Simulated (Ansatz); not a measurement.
# (AlAs)2(GaP)1 [001] superlattice, started as zinc blende: phonons and vibrational spectra

The cell of (AlAs)2(GaP)1 [001] superlattice, started as zinc blende is at rest. What are its phonons?

Program: Ansatz 0.2.0. Level of theory: DFT PBE, scalar-relativistic, plane waves, PAW. Results are calculated unless marked as measured.

The structure was built from a prototype and need not be the compound's stable phase.

**1. Set-up**

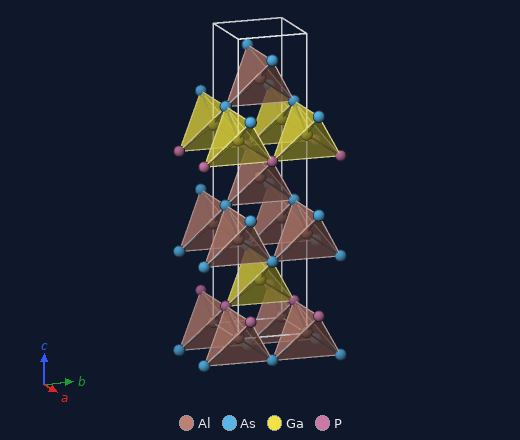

Start, viewed slightly off an axis; aluminium pink, arsenic blue, gallium yellow, phosphorus pink. This picture shows the conventional cell, with its axes. Some periodic images of atoms are drawn too.

Structure file:

```cif
data_structure
_symmetry_space_group_name_H-M 'Imm2'
_symmetry_Int_Tables_number 44
_cell_length_a 3.9994
_cell_length_b 4.0007
_cell_length_c 16.9674
_cell_angle_alpha 90.000
_cell_angle_beta 90.000
_cell_angle_gamma 90.000
_cell_volume 271.48
loop_
_atom_site_label
_atom_site_type_symbol
_atom_site_symmetry_multiplicity
_atom_site_Wyckoff_symbol
_atom_site_fract_x
_atom_site_fract_y
_atom_site_fract_z
_atom_site_occupancy
Al1 Al 2 a 0.00000 0.00000 0.00398 1
Al2 Al 2 a 0.00000 0.00000 0.33349 1
As1 As 2 b 0.50000 0.00000 0.41875 1
As2 As 2 b 0.00000 0.50000 0.24847 1
Ga1 Ga 2 a 0.50000 0.50000 0.16261 1
P1 P 2 b 0.50000 0.00000 0.08270 1
```

**2. Modes at Γ**

The cell comes from relaxations at this level that are not shown. The zone centre is the only wavevector solved here; it holds the modes that light can see, as far as symmetry allows. The response to a homogeneous field gives the Born charges and the dielectric tensor, and its change with displacement the Raman tensors.

File input.yaml:

```yaml
crystal:
  lattice:
    - [2.8288918193, 2.8288918193, 0.0]
    - [-2.8280233822, 2.8280233822, 0.0]
    - [2.8284576007, 0.0004342185, 8.4837094922]
  atoms:
    - { symbol: Al, position: [0.0039751517, -0.0039751517, -0.0079503033] }
    - { symbol: Al, position: [0.333494936, 0.666505064, 0.333010128] }
    - { symbol: As, position: [0.4187479385, 0.0812520615, 0.162504123] }
    - { symbol: As, position: [0.7484708738, 0.7515291262, 0.5030582525] }
    - { symbol: Ga, position: [0.6626140482, 0.3373859518, 0.6747719035] }
    - { symbol: P, position: [0.0826970518, 0.4173029482, 0.8346058965] }
kpoints:
  mp_grid: { grid: [8, 8, 8] }
hamiltonian:
  xc: pbe
scf:
  occupations: { method: fixed }
output:
  eigenvalues: true
phonons:
  method: dfpt
  dielectric: true
  rigid_motions: translations
  raman: true
```

Command:

```
> ansatz run input.yaml --threads 8 --pin off --max-ram 14336MiB --backend cpu --events-out ev --progress --plain --runs-dir out
```

Numbers of over 12 decimals in the logs are rounded to 6 here.

Output:

```text
Warning: crystal.symmetry: narrowed to the stabiliser of the run's FFT grids — unitary ops 4 → 1. A phonons.method: dfpt run fills in the rows of the dynamical matrix that it does not solve by its symmetry operations, which is exact only for operations that map its FFT grids onto themselves: filled in by any other, the frequencies could depend on the order in which like atoms are typed, or, by more than the grids' own error, on where the crystal sits among the grids' points. Excluded: 3 operations. The run can therefore solve more perturbations, solve them on more k-points, or both, and cost more. [rest of the remark cut]
Engine: ansatz 0.2.0, aarch64-unknown-linux-gnu
Pseudopotentials: kind: paw
Pseudopotential: Al, paw, valence charge 3, recommended cutoff 420 eV (normal), Al.paw.azcp
Pseudopotential: As, paw, valence charge 15, recommended cutoff 420 eV (normal), As.paw.azcp
Pseudopotential: Ga, paw, valence charge 13, recommended cutoff 420 eV (normal), Ga.paw.azcp
Pseudopotential: P, paw, valence charge 5, recommended cutoff 420 eV (normal), P.paw.azcp
Functional definition: PBE
  parameter kappa = 0.804
  parameter beta = 0.066725
  exchange = pbe_x(kappa = kappa, mu = beta*pi^2/3)
  correlation = pbe_c(beta = beta)
Crystal: 6 atoms, lattice volume = 135.742 Å³
Basis set: ecut = 420 eV, 2625 PW (Γ), exchange–correlation on 54×54×120 points (8 copies of the dense FFT grid, shifted against one another)
Bands: 33, of which v1, the nominal top of the filled ones, is band 27 counted from 1 (26 counted from 0)
Symmetry: 4 space group operations
k-points: 260 of 512 (irreducible under 1 space group operation, time reversal used)
Non-local potential: Al, projectors of the file, l = 0: 2, l = 1: 2, l = 2: 1
Non-local potential: As, projectors of the file, l = 0: 2, l = 1: 2, l = 2: 3, l = 3: 1
Non-local potential: Ga, projectors of the file, l = 0: 2, l = 1: 2, l = 2: 3, l = 3: 1
Non-local potential: P, projectors of the file, l = 0: 2, l = 1: 2, l = 2: 2
PAW form: soft (Blöchl's): semilocal exchange-correlation on the pseudo side does not see the compensation charge
PAW one-centre angular grid: Al, 110 points (default); XC on 64 Gauss nodes
PAW one-centre angular grid: As, 590 points (default); XC on 64 Gauss nodes
PAW one-centre angular grid: Ga, 590 points (default); XC on 64 Gauss nodes
PAW one-centre angular grid: P, 110 points (default); XC on 64 Gauss nodes
Initial density: superposition of atomic densities (neutral atoms: chi_scale 0, normalization atom), corrected by the library's trained network
Initial wavefunctions: pseudopotential atomic-orbital guess
Functional: x = pbe(κ = 0.804, μ = 0.219515), c = pbe(β = 0.066725)
SCF iter   1: F=—  HF=-15328.804868 eV  |F-HF|=—  |Δ(HF+E_count)|=         —  Δρ=1.61e-3  dr2=6.60e-3  ethr=1.77e-3  ⟨swp⟩=5.5  Hψ=32288  notcnv=0  defer=927
preconditioner: auto → Resta (q_TF=auto, 2.340 Å⁻¹)  ε∞=3.8  [insulator: Δε(μ)=1.410 eV  Ē_g=11.195 eV  n_scr=26 (ndim 8)  ℏωp=18.6 eV  f_vac=0.011  ε∞_Penn≈3.8]
SCF iter   2: F=—  HF=-15328.800506 eV  |F-HF|=—  |Δ(HF+E_count)|=   4.36e-3  Δρ=8.55e-4  dr2=1.63e-3  ethr=1.22e-5  ⟨swp⟩=3.0  Hψ=17039  notcnv=0  defer=1040
SCF iter   3: F=—  HF=-15328.800518 eV  |F-HF|=—  |Δ(HF+E_count)|=   1.17e-5  Δρ=4.58e-4  dr2=2.76e-4  ethr=3.02e-6  ⟨swp⟩=2.0  Hψ=13087  notcnv=0  defer=1039
SCF iter   4: F=—  HF=-15328.800375 eV  |F-HF|=—  |Δ(HF+E_count)|=   1.43e-4  Δρ=1.52e-4  dr2=4.94e-5  ethr=5.10e-7  ⟨swp⟩=2.0  Hψ=12779  notcnv=0  defer=1031
SCF iter   5: F=—  HF=-15328.800411 eV  |F-HF|=—  |Δ(HF+E_count)|=   3.64e-5  Δρ=4.66e-5  dr2=4.65e-6  ethr=9.15e-8  ⟨swp⟩=3.0  Hψ=15212  notcnv=0  defer=954
SCF iter   6: F=—  HF=-15328.800415 eV  |F-HF|=—  |Δ(HF+E_count)|=   4.06e-6  Δρ=1.87e-5  dr2=9.77e-7  ethr=8.62e-9  ⟨swp⟩=2.0  Hψ=15213  notcnv=0  defer=946
[...]
k-point 259: bands = [... 23 lower, 3.4293, 3.4743, 3.9739, 3.9823, 7.7469, 8.2680, 9.3534, 9.6019, ... 2 higher]
--- Phonons (Γ-DFPT): 18 representative perturbations + reference, on 260 of 512 k-points (Σ response iterations 64) ---
  ASR residual: 1.353e-4 → 0.000e0 eV/Å²; symmetrization residual: 3.139e-6 eV/Å²
  The last average, over the group as it would stand without the narrowing to the FFT grids, took up to 1.792e-5 eV/Å² of the zone centre's force constants
  ASR residual per site (eV/Å²): 1.35e-4 7.44e-5 1.66e-5 2.45e-5 5.27e-5 2.13e-5
  Γ frequencies (cm⁻¹): 0.00 0.00 0.00 83.13 91.01 94.16 116.90 170.72 212.52 241.70 298.41 308.53 332.89 333.31 351.62 366.71 403.16 406.44
  ε∞ (high-frequency dielectric tensor):
       10.092312    -0.077832    -0.000000
       -0.077832    10.092312    -0.000000
       -0.000000    -0.000000    10.050847
  ε⁰ (static dielectric tensor: ions relaxed, cell fixed):
       12.281485    -0.064341    -0.000000
       -0.064341    12.281485    -0.000000
       -0.000000    -0.000000    12.258486
  ε⁰ − ε∞ (ionic part):
        2.189173     0.013491    -0.000000
        0.013491     2.189173    -0.000000
       -0.000000    -0.000000     2.207639
  softest optical mode at Γ: 83.13 cm⁻¹; the repairs (sum rule, projections) moved no ω² at Γ by more than (2.43 cm⁻¹)²
  Born effective charges Z* (e; rows j = field, columns β = displacement):
    site 0:
         2.17154   -0.02565   -0.00000
        -0.02565    2.17154   -0.00000
        -0.00000   -0.00000    2.29064
    site 1:
         2.02747    0.04385   -0.00000
         0.04385    2.02747   -0.00000
[...]
site 2:
[...]
site 3:
[...]
site 4:
[...]
-0.02273    2.34314    0.00000
         0.00000    0.00000    2.15361
    site 5:
        -2.40449   -0.01768   -0.00000
        -0.01768   -2.40449   -0.00000
        -0.00000   -0.00000   -2.24702
  Z* charge neutrality: 9.382e-3 e pre-enforcement
  solved inside a basis spanned on kpoints, on 10×10×8 k-points transformed towards the longest dipole: ε∞ is read to err by 5.0e-2, Z* by 2.2e-2 e (field_mesh: kpoints solves on kpoints); Z* is corrected for what the basis lacks
  Raman tensors (in the event stream and the table raman_tensors.tsv): an entry may err by 4.9e-1 Å², one of the second-order susceptibility by 4.1e0 pm/V (basis, points and sum rule); their sum over the sites missed zero by 9.017e-4 Å² ahead of its enforcement
  optical modes at Γ without the LO–TO term, one row a degenerate level:
      ω (cm⁻¹)  modes    IR ((D/Å)²/amu)  static Raman (Å⁴/amu)  depolarisation
         83.13      1             0.0398                 0.1759           0.750
         91.01      1             0.0000                 7.1940           0.750
         94.16      1             0.0459                 0.0017           0.750
        116.90      1             0.0001                13.3526           0.750
        170.72      1             0.1834                23.6724           0.086
        212.52      1             0.5591               116.8745           0.181
        241.70      1             2.0018               109.3875           0.750
        298.41      1             1.5366                55.6936           0.389
        308.53      1             1.1313                40.1512           0.750
        332.89      1             0.2656                63.6991           0.750
        333.31      1             3.8634               185.7220           0.750
        351.62      1            14.9257               353.9131           0.750
        366.71      1            11.7479               200.1037           0.637
        403.16      1            10.3471                41.3369           0.750
[...]
optical modes at Γ + LO–TO along q̂ = [1.0000, 0.0000, 0.0000]:
      ω (cm⁻¹)  modes    IR ((D/Å)²/amu)  static Raman (Å⁴/amu)  depolarisation
[...]
optical modes at Γ + LO–TO along q̂ = [0.0000, 1.0000, 0.0000]:
      ω (cm⁻¹)  modes    IR ((D/Å)²/amu)  static Raman (Å⁴/amu)  depolarisation
[...]
optical modes at Γ + LO–TO along q̂ = [0.0000, 0.0000, 1.0000]:
      ω (cm⁻¹)  modes    IR ((D/Å)²/amu)  static Raman (Å⁴/amu)  depolarisation
[...]
333.31      1             3.8634               185.7220           0.750
        351.62      1            14.9257               353.9131           0.750
        386.52      1             6.3295               377.1555           0.728
        403.16      1            10.3471                41.3369           0.750
        417.25      1             9.3778               630.7961           0.361
[key lines of the parts left out:]
SCF converged after 10 iterations
Free energy (F): -15328.800415 eV
Fermi energy:    6.225942 eV
```

Elapsed: 35 min, on 8 threads of Arm Neoverse V1, shared host; peak memory 7 GiB.

Numbers from this step:

```
gap on the k-mesh                                       : 1.418 eV
volume per atom                                         : 22.62 Å³
sum-rule residual before enforcement                    : 1.35e-4 eV/Å²
miss of the charge sum rule                             : 0.009382 e
estimated error of the dielectric tensor                : 0.05019
estimated error of the Born charges                     : 0.02152 e
point group                                             : mm2
highest optical mode at the zone centre (no LO-TO term) : 406.4 cm⁻¹
lowest optical zone-centre mode                         : 83.13 cm⁻¹
mean high-frequency dielectric constant                 : 10.08
largest Born charge (third of the trace)                : -2.352 e
mean static dielectric constant                         : 12.27
top of the zone-centre spectrum with the field          : 417.3 cm⁻¹
```

Without the LO-TO term. Patterns of degenerate modes are one choice out of their space. Modes at Γ, with each element's share of the kinetic energy:

| mode | frequency (cm⁻¹) | symmetry | Al % | As % | Ga % | P % |
| --- | --- | --- | --- | --- | --- | --- |
| 1 | 0.0 | acoustic | 18 | 49 | 23 | 10 |
| 2 | 0.0 | acoustic | 18 | 49 | 23 | 10 |
| 3 | 0.0 | acoustic | 18 | 49 | 23 | 10 |
| 4 | 83.1 | B1 | 14 | 58 | 28 | 0 |
| 5 | 91.0 | B2 | 25 | 65 | 7 | 3 |
| 6 | 94.2 | B2 | 10 | 32 | 48 | 10 |
| 7 | 116.9 | B1 | 46 | 13 | 2 | 38 |
| 8 | 170.7 | A1 | 4 | 69 | 26 | 0 |
| 9 | 212.5 | A1 | 12 | 49 | 21 | 18 |
| 10 | 241.7 | B1 | 0 | 53 | 47 | 0 |
| 11 | 298.4 | A1 | 17 | 14 | 30 | 40 |
| 12 | 308.5 | B2 | 18 | 11 | 17 | 54 |
| 13 | 332.9 | B2 | 62 | 22 | 2 | 14 |
| 14 | 333.3 | B1 | 72 | 27 | 0 | 1 |
| 15 | 351.6 | B2 | 66 | 22 | 3 | 9 |
| 16 | 366.7 | A1 | 80 | 17 | 0 | 3 |
| 17 | 403.2 | B1 | 49 | 0 | 0 | 50 |
| 18 | 406.4 | A1 | 69 | 2 | 1 | 28 |

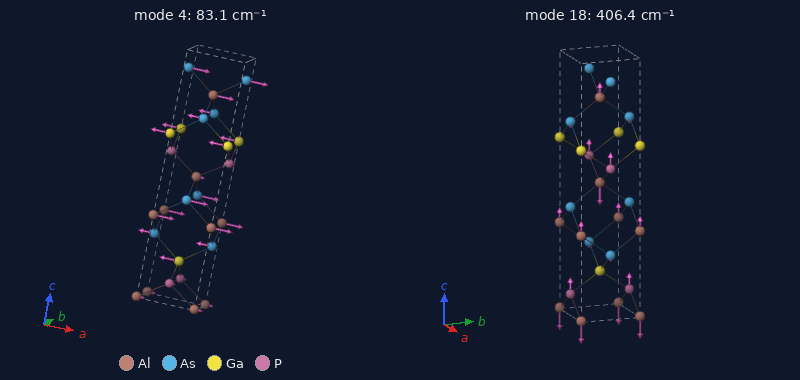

Displacement patterns of modes 4 and 18 at Γ; arrows are exaggerated. Some periodic images of atoms are drawn too.

Optical modes at the zone centre, without and with the macroscopic field of the longitudinal modes; each column is sorted by frequency, so a row need not hold one and the same mode. Modes with and without the field, by row:

| rank among optical modes | no field (cm⁻¹) | q along (1, 0, 0) (cm⁻¹) | q along (0, 0, 1) (cm⁻¹) |
| --- | --- | --- | --- |
| 1 | 83.1 | 83.3 | 83.1 |
| 2 | 91 | 91 | 91 |
| 3 | 94.2 | 94.3 | 94.2 |
| 4 | 116.9 | 116.9 | 116.9 |
| 5 | 170.7 | 170.7 | 171.4 |
| 6 | 212.5 | 212.5 | 214.1 |
| 7 | 241.7 | 244.1 | 241.7 |
| 8 | 298.4 | 298.4 | 301.2 |
| 9 | 308.5 | 309.4 | 308.5 |
| 10 | 332.9 | 332.9 | 332.9 |
| 11 | 333.3 | 335.5 | 333.3 |
| 12 | 351.6 | 366.3 | 351.6 |
| 13 | 366.7 | 366.7 | 386.5 |
| 14 | 403.2 | 406.4 | 403.2 |
| 15 | 406.4 | 417.3 | 417.2 |

Born charge (rows field, columns displacement) (e), principal values of the symmetric part by kind of site:

| atom | atoms with these values | low | middle | high | mean |
| --- | --- | --- | --- | --- | --- |
| Al1 | 1 | 2.15 | 2.20 | 2.29 | 2.21 |
| Al2 | 1 | 1.98 | 2.07 | 2.19 | 2.08 |
| As3 | 1 | -2.32 | -2.13 | -2.09 | -2.18 |
| As4 | 1 | -2.07 | -2.07 | -1.98 | -2.04 |
| Ga5 | 1 | 2.15 | 2.32 | 2.37 | 2.28 |
| P6 | 1 | -2.42 | -2.39 | -2.25 | -2.35 |

In full for Ga5:

```
 2.34 -0.02  0.00
-0.02  2.34  0.00
 0.00  0.00  2.15
```

High-frequency dielectric tensor:

```
10.09 -0.08  0.00
-0.08 10.09  0.00
 0.00  0.00 10.05
```

Static dielectric tensor (ions relaxed, fixed cell):

```
12.28 -0.06  0.00
-0.06 12.28  0.00
 0.00  0.00 12.26
```

Transverse modes. Infrared lines, with heights relative to the strongest:

| position (cm⁻¹) | lines merged | relative intensity |
| --- | --- | --- |
| 83 | 1 | 0.3 |
| 91 | 1 | 0.0 |
| 94 | 1 | 0.3 |
| 117 | 1 | 0.0 |
| 171 | 1 | 1.2 |
| 212 | 1 | 3.7 |
| 242 | 1 | 13 |
| 298 | 1 | 10 |
| 308 | 1 | 7.6 |
| 333 | 2 | 28 |
| 352 | 1 | 100 |
| 367 | 1 | 79 |
| 403 | 1 | 69 |
| 406 | 1 | 19 |

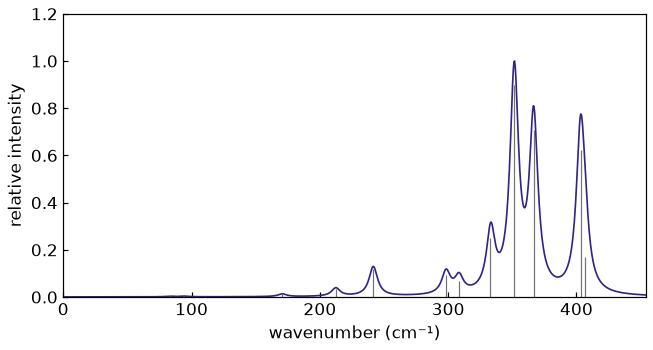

The infrared spectrum, broadened with Lorentzians of width 8 cm⁻¹; bars mark the lines.

Activity x (w_L - w)^4 (n + 1)/w, 532 nm, 300 K; the tensors are static ones, while 532 nm light lies above the computed direct gap, where resonance would change the heights; modes without the macroscopic field alone. Lines of the Raman spectrum (strongest = 100):

| position (cm⁻¹) | lines merged | relative intensity |
| --- | --- | --- |
| 83 | 1 | 0.6 |
| 91 | 1 | 19 |
| 94 | 1 | 0.0 |
| 117 | 1 | 23 |
| 171 | 1 | 21 |
| 212 | 1 | 72 |
| 242 | 1 | 55 |
| 298 | 1 | 20 |
| 308 | 1 | 14 |
| 333 | 2 | 76 |
| 352 | 1 | 100 |
| 367 | 1 | 53 |
| 403 | 1 | 10 |
| 406 | 1 | 57 |

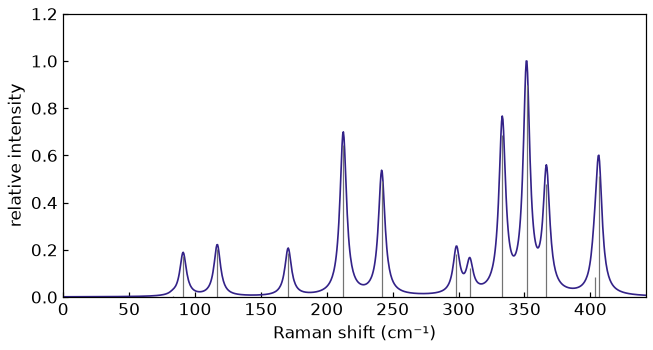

The Raman spectrum, broadened with Lorentzians of width 6 cm⁻¹; bars mark the lines.

Static second-order susceptibility (pm/V), twice the coefficient d of second-harmonic generation. Second order susceptibility, by row:

| field along | xx | yy | zz | yz | xz | xy |
| --- | --- | --- | --- | --- | --- | --- |
| x | 0 | 0 | 0 | 116.7 | 4.48 | 0 |
| y | 0 | 0 | 0 | 4.48 | 116.7 | 0 |
| z | 4.48 | 4.48 | 8.41 | 0 | 0 | 116.7 |

Before it was imposed, the acoustic sum rule was missed by 1.4e-4 eV/Å² and the charge sum rule by 0.0094 e. Small misses are needed for a sound result but don't prove that mesh and cutoff are converged. The lowest optical mode is real, 83.1 cm⁻¹.

The log warns of the k mesh: “the force constants stand on the 8×8×8 k-mesh, whose period is 9.53 times the interband length at k = (0.0000, 0.0000, 0.0000), direct gap 1.418 eV, under 14: take them and everything formed from them as unconverged”.

**3. Isotope substitution**

An isotope changes the mass and not the force constants, so no new electronic calculation is needed; the shifts show which modes move this element.

The same force constants with the mass of Ga changed from 69.723 to 70.925 u (phonopy, no LO-TO term). Both lists are sorted by frequency; levels can cross, so a row need not hold one and the same mode. Modes under 3 cm⁻¹ are left out. Isotope shifts, by row:

| q | rank | natural mass (cm⁻¹) | changed mass (cm⁻¹) |
| --- | --- | --- | --- |
| 0 0 0 | 4 | 83.13 | 82.93 |
| 0 0 0 | 5 | 91.01 | 90.95 |
| 0 0 0 | 6 | 94.16 | 93.78 |
| 0 0 0 | 7 | 116.9 | 116.9 |
| 0 0 0 | 8 | 170.7 | 170.3 |
| 0 0 0 | 9 | 212.5 | 212.1 |
| 0 0 0 | 10 | 241.7 | 240.8 |
| 0 0 0 | 11 | 298.4 | 297.7 |
| 0 0 0 | 12 | 308.5 | 308.1 |
| 0 0 0 | 13 | 332.9 | 332.8 |
| 0 0 0 | 14 | 333.3 | 333.3 |
| 0 0 0 | 15 | 351.6 | 351.5 |
| 0 0 0 | 16 | 366.7 | 366.7 |
| 0 0 0 | 17 | 403.2 | 403.1 |
| 0 0 0 | 18 | 406.4 | 406.4 |

A mode of this element alone would shift by -0.85 %. The highest zone-centre frequency without the field goes from 406.4 to 406.4 cm⁻¹ (-0.0 %). The product of the frequency ratios over all optical modes at Γ is 0.980; the product rule, (m/m′)^(3k/2) (M′/M)^(3/2) with k = 1 such atoms and M the mass of the cell, gives 0.980.

**4. Results**

```json
{
 "space group (within 0.01 Å)": "Imm2",
 "volume per atom": "22.6 Å³",
 "gap on the k-mesh": "1.42 eV",
 "highest optical mode at the zone centre (no LO-TO term)": "406 cm⁻¹",
 "top of the zone-centre spectrum with the field": "417 cm⁻¹",
 "lowest optical zone-centre mode": "83.1 cm⁻¹",
 "mean high-frequency dielectric constant": "10.1",
 "mean static dielectric constant": "12.3",
 "largest Born charge (third of the trace)": "-2.35 e",
 "imaginary modes at Γ (the only wavevector solved)": "none"
}
```

What this shows: The structure is stable against zone-centre distortions, since no mode there is imaginary; other wavevectors were not solved, so zone-boundary instabilities are untested. Without the field, the optical modes at Γ span 83 to 406 cm⁻¹. No dispersion was computed. The highest mode in this list at Γ, 406.4 cm⁻¹, has its largest share on Al (69 % of the kinetic energy). With the macroscopic field of the longitudinal modes the top of the zone-centre spectrum lies at 417 cm⁻¹, against 406 cm⁻¹ without it. Lattice motion raises the mean dielectric constant from 10.08 to 12.27. The strongest infrared line is at 352 cm⁻¹. Averaged over orientations, the strongest Raman line at 532 nm and 300 K is at 352 cm⁻¹, among the modes without the field; their longitudinal partners can be Raman active too. The tensors are the static, non-resonant ones, while 532 nm light (2.33 eV) lies above the computed gap. With the field response the log warns that the k mesh is coarse for the force constants too, so the frequencies may not be converged. The starting cell was built on a prototype and not taken from a measurement, so the phase need not exist. These are harmonic frequencies at zero temperature: anharmonic shifts, linewidths and thermal expansion are left out.

[Logs are printed without paths, hosts, clocks, repeated set-up lines and the standing remarks that a program may print on its own settings, such as how far it seeks lower states.]

[Hosts, paths, dates, database ids (printed as entryN), source tags and the programs' standing remarks are cut or masked in the printed files.]
